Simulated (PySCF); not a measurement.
# TaH₂: quartet, from a side-on start

Where does quartet TaH₂ go from a side-on start, is the end point a minimum, and what are its modes, charges and moments?

Computed with PySCF 2.14.0. Level: PBE0, basis Ta def2-TZVP with ECP60, H def2-TZVP, scalar-relativistic core potentials, no spin–orbit coupling, density fitting.

## (1) The starting structure

3 atoms, charge 0, spin multiplicity 4.

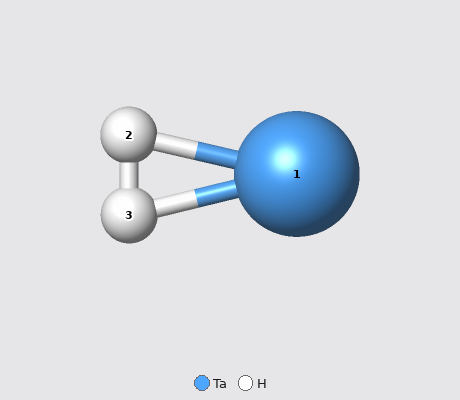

As it starts; tantalum blue, hydrogen white; atoms are numbered from 1 in the order of the file.

```xyz
3
charge 0 multiplicity 4
Ta    0.0000    0.0000    0.0000
H     0.4200    0.0000    1.7664
H    -0.4200    0.0000    1.7664
```

## (2) The SCF at the typed geometry

The steps below are one call of a driver around PySCF. For each, scf.py gives the equivalent set-up of the SCF; relaxations use the driver's own optimiser. After this first run the driver tries any further starts and a stability analysis.

Input file scf.py:

```python
from pyscf import gto, scf, dft
mol = gto.M(atom='''
Ta     0.000000     0.000000     0.000000
H      0.420000     0.000000     1.766350
H     -0.420000     0.000000     1.766350''',
    basis={'Ta': 'def2-TZVP', 'H': 'def2-TZVP'},
    ecp={'Ta': 'def2-TZVP'},
    charge=0, spin=3)
mf = dft.UKS(mol, xc='PBE0')
mf.grids.atom_grid = (50, 194)
aux = {'Ta': 'def2-universal-JKFIT', 'H': 'def2-universal-JKFIT'}
mf = mf.density_fit(auxbasis=aux)
mf.conv_tol = 1e-08
mf.diis_space = 10
mf.max_cycle = 60
mf.init_guess = 'minao'
mf.verbose = 4
mf.kernel()
```

Started as:

```console
OMP_NUM_THREADS=2 python axn.py task.json out
```

Further steps of the session: Relaxation: side-on start, quartet; Vibrations and properties at this point.

**Question.** What will these runs give? Wanted: minimum; geometry; wavenumbers; dipole moment; highest occupied, lowest empty level; polar-tensor charge of Ta1; zero-point energy; atomisation energy; ⟨S²⟩.

As calculated:

| quantity | value |
| --- | --- |
| minimum | quartet, C2v |
| geometry | H–H 0.799 Å, Ta–H 2.016 Å (×2); H–H–Ta 78.6° (×2), H–Ta–H 22.8° |
| wavenumbers (cm⁻¹) | 669 (a1), 1254 (b2), 3511 (a1) |
| dipole moment | 1.31 D |
| highest occupied, lowest empty level (either spin) | -4.65, -2.16 eV |
| polar-tensor charge of Ta1 | -0.22 e |
| zero-point energy | 32.5 kJ/mol |
| entropy at 298.15 K | 242.2 J/(mol K) |
| atomisation energy (no zero-point energy) | 434 kJ/mol |
| ⟨S²⟩ | 3.817 |

**Reading.** The side-on start keeps its C2v symmetry and ends in a minimum. The strongest infrared band lies at 3511 cm⁻¹ (a1). Most of the spin sits on Ta1 (Mulliken spin 2.92, against 3 for the whole molecule). The first SCF alone would have been 28 kJ/mol too high. Only this shape and spin were tried, so other structures or states may lie lower. One determinant may miss the lowest occupation of an open d or f shell. With an element this heavy the missing spin–orbit coupling can shift these numbers.
